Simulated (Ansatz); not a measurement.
# Molecular dynamics of H17ClO8 (part 4 of 4)

H17ClO8 (disordered cell, 26 atoms in the cell); DFT PBE-D3(BJ), scalar-relativistic, plane waves, PAW, no spin polarisation (Ansatz 0.2.0); cutoff 420 eV, 1×1×1 k-mesh, Fermi–Dirac smearing of 0.05 eV. It belongs to a series of runs on one base structure; here: dynamics from the last frame of the run before.

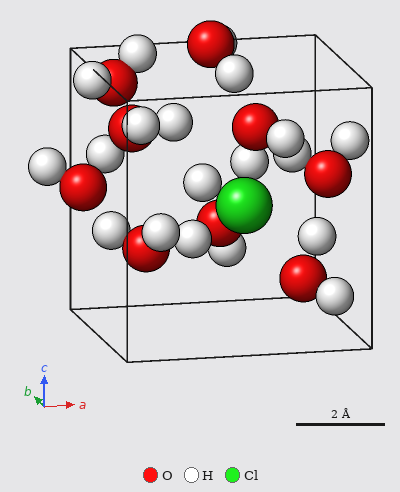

Figure 1. The geometry at step 400 of the log (spheres-only view of the cell of the calculation, seen slightly off an axis).

### Trajectory as extended XYZ, continued
```
26
Lattice="5.8440 0.0000 0.0000 0.0000 5.5665 0.0000 0.0000 0.0000 6.1158" Properties=species:S:1:pos:R:3:forces:R:3 step=376 time_fs=188.0 energy=-5890.61854 temperature=885.1 pressure_GPa=8.46
O     3.2749   -0.3697    6.0703    0.7607  -0.2343  -0.6692
H     3.7542    0.4945    6.0382   -0.6037  -0.7173  -0.1279
H     3.6289   -1.0248    5.3387   -0.5394   1.0267   1.5046
O     1.2196    2.8568    1.9935   -0.8692   0.0955  -0.3995
H     0.4561    3.6282    2.3523    0.8903  -0.7856   0.2911
H     2.1706    3.3055    2.0318    0.8928  -0.3829   0.6190
O     4.7240    2.0553    1.1879    0.9885  -0.3645   3.0004
H     5.1596    1.2521    0.9100    0.6968  -0.6697  -1.2613
H     5.1073    1.9548    2.1618   -2.0386   0.6591  -2.3778
O     0.6211    4.1828   -0.5164   -5.1506  -0.3720  -4.3395
H     1.1938    4.2272    0.1392    4.2815   0.2906   4.8151
H    -0.2576    3.9217   -0.1466    0.9096  -0.2517  -0.0925
O     3.4614    3.9639    2.1404   -1.3309   0.7976   0.4948
H     3.3290    4.4717    1.2804    0.7551  -0.0438  -0.6935
H     3.2299    4.8265    2.7232    0.0521  -0.6197  -0.6241
O     0.4731    1.2539    5.1758    0.7093  -0.2541  -0.6276
H     1.4316    1.6048    5.1342   -1.8205  -1.3069  -0.0530
H     0.4570    0.2362    5.1813    0.8554   1.7217   0.3480
O     5.9188    4.6339    3.0082    1.4913   1.5042   0.3622
H     6.6326    4.8988    3.6636   -0.3726  -0.3514  -0.9118
H     5.1282    4.7589    3.5172   -1.2164  -0.0120   0.1336
O     3.8390    3.1685    4.6129   -0.5384   0.9395   3.2820
H     3.6860    3.5413    3.7812   -0.5386   0.2037  -2.9664
H     4.5224    2.5278    4.5413    1.3224  -1.3423  -0.0641
Cl    2.9657    0.8067    3.3655   -0.5170   0.1198   0.4081
H     1.1478    2.0055    2.4896    0.9301   0.3496  -0.0508
26
Lattice="5.7727 0.0000 0.0000 0.0000 5.5050 0.0000 0.0000 0.0000 6.1433" Properties=species:S:1:pos:R:3:forces:R:3 step=400 time_fs=200.0 energy=-5890.29129 temperature=976.7 pressure_GPa=12.29
O     3.2358   -0.2964    6.1303   -0.1499  -0.6570   1.2478
H     3.6144    0.5651    5.9412    0.2996   0.2403  -0.3190
H     3.6131   -1.0269    5.5834    0.0562   0.1706  -0.3290
O     1.1162    2.7571    1.9953    3.5483  -3.1188  -1.5395
H     0.4203    3.2783    2.3379   -1.2594   2.0179   1.4056
H     2.3370    3.2570    2.0386   -0.1725   1.1957  -0.3648
O     4.6397    2.0085    1.2654   -0.2846   0.8416   1.6622
H     5.2128    1.3025    0.9758    0.7733  -0.4240  -0.4994
H     5.0080    2.1883    2.1966   -1.4699  -0.7435  -2.0253
O     0.7073    4.2043   -0.5534   -4.3066  -0.5649  -4.7559
H     1.2927    4.3148    0.0725    4.9589   0.4364   5.3186
H     0.0436    3.5587   -0.3130   -0.2565  -0.5908   0.3848
O     3.1611    4.0003    2.1971    0.2734  -1.1305   0.3921
H     3.4816    4.6471    1.4599   -0.9295  -0.5568  -0.1044
H     2.8912    4.5902    3.0328    0.0961   0.4787  -1.4775
O     0.4088    1.2180    5.2032    0.3660  -2.1829   0.5355
H     1.3839    1.1871    5.3014    0.0734   1.0638  -0.5669
H     0.3771    0.2184    5.4981   -0.9039   1.4286  -0.7005
O     5.8387    4.5445    3.0863    0.2296   1.6324   0.6683
H     6.4545    4.9486    3.7475    0.5850  -0.6330  -0.7268
H     5.0805    4.9021    3.5358   -1.6029   0.2490  -0.2046
O     3.7703    3.0472    4.6414    1.0123  -0.5154   3.2595
H     3.6941    3.3302    3.7682   -0.2532   0.6527  -2.7272
H     4.2606    2.2005    4.5330   -0.1904   0.3399   0.3888
Cl    2.9478    0.7786    3.3517   -0.5674   0.4572   0.9943
H     1.2688    1.9526    2.5422    0.0745  -0.0869   0.0835
```

### Results in brief

| quantity | value |
| --- | --- |
| outcome | finished |
| mean temperature over the second half | 1111 K |
| trajectory | 400 steps, 200 fs |
| ensemble | npt_langevin |
| temperature in the input | 1000.0 K |
| time step | 0.5 fs |
| electrons treated | 72 |
| potential energy (free energy of the electrons) (last step) | −5890.3042 eV |
| Fermi energy (last step) | 2.514 eV |
| pressure (without the kinetic term) (last step) | 10.49 GPa |
| largest force (length of the vector) (last step) | 7.287 eV/Å |
| wall time | 11 min |
| peak memory | 0.38 GiB |

The input asks for low accuracy. The k-point mesh is coarse for a cell of this size, so the results may not be converged. So short a trajectory is not equilibrated. The logged temperature at the start can lie below the typed one, since it is counted over all degrees of freedom.
